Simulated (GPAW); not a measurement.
Two runs for the B K edge of atom 5 in Fe2B (I4/mcm). Run A: GPAW, LDA, excited-electron core hole (neutral cell), 18-atom cell with 5.1 Å between holes, 4×4×4 k points, dipole transitions, Gaussian full width 0.9 eV up to 4 eV, rising linearly to 3.5 eV at 25 eV. Run B has a fault in its input.

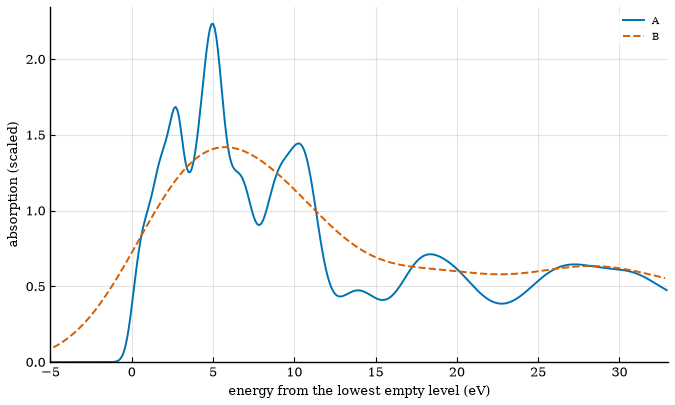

Energy from the lowest empty level; intensity scaled to a mean of 1 over the first 20 eV.

The database entry behind the starting cell differs from later determinations by our own check (0.1 to 0.3 % short, probably kX units), so it need not match the best structure at ambient conditions.

Question: What went wrong in run B?

The broadening is far too large. The scaled spectrum changes by 29 % r.m.s. The highest intensity below 16 eV goes from 5.0 eV (2.23) to 5.8 eV (1.42). Other settings could leave a like mark; this is the one that was changed.

[Hosts, paths, dates, database ids (printed as entryN), source tags and the programs' standing remarks are cut or masked in the printed files.]

[Lists of maxima count a maximum above −3 eV only where it reaches 4 % of the highest in the window and stands out from its surroundings by 2 % of it (1.5 % where it reaches 55 %); shoulders and weaker maxima are passed over, and of the rest the first, up to two pre-edge ones and the few strongest are named.]
